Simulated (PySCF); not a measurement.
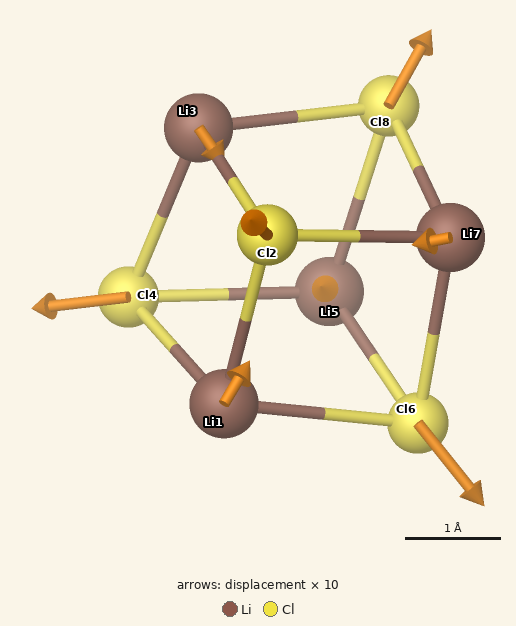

A relaxation of Li₄Cl₄. The starting structure is drawn; orange arrows show the displacements, 10 times their true length. The two geometries are superimposed by the best rigid fit.

The picture is a ball-and-stick view, seen face on.

The start comes from GFN2-xTB.

Theory: PBE0-D3(BJ)/def2-SVP geometry optimisation, gas phase (PySCF 2.14.0, density-fitted response routines). 

**Which element moves most?**

Chlorine: up to 0.12 Å, against 0.06 Å for lithium.

**What did the optimiser do to the structure, and how much energy did it gain?**

The energy falls by 19.0 kJ/mol in 8 geometry steps. The largest force component goes from 0.71 to 0.018 eV/Å. The atom that moves furthest after the best rigid fit is Cl4 (0.12 Å). By element the largest moves are Cl 0.12 Å, Li 0.06 Å. Near-neighbour distances that change, for instance: Cl2–Li3 2.263 → 2.320 Å, Li1–Cl2 2.262 → 2.311 Å. Among the angles between lasting bonds that change: Li1–Cl4–Li3 81.8° → 76.6°, Cl2–Li1–Cl4 97.6° → 101.9°, Cl4–Li5–Cl8 97.7° → 101.5°.
